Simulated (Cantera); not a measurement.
Feed: 1 mol SiCl4, 0.13 mol Cl2, 6.9 mol H2, held at 100000 Pa.

These are equilibrium values from Cantera (NASA tables, ideal gas, pure condensed phases), not measurements of a reactor. Candidate condensed phases: Si; 19 gas species. The tables' values for SiCl3 are old estimates; treat these amounts as uncertain. The numbers say what is thermodynamically allowed, not how fast it happens.

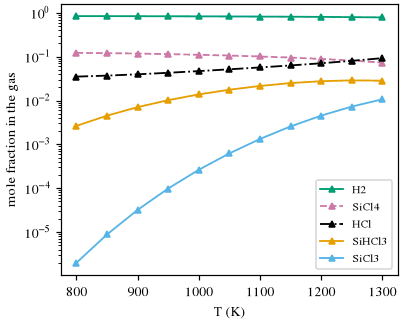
Fig. 1. Equilibrium gas composition (values under 1e-9 drawn at 1e-9)

From 800 K to 1300 K nothing is condensed. The main Si-bearing gas is SiCl4 throughout.
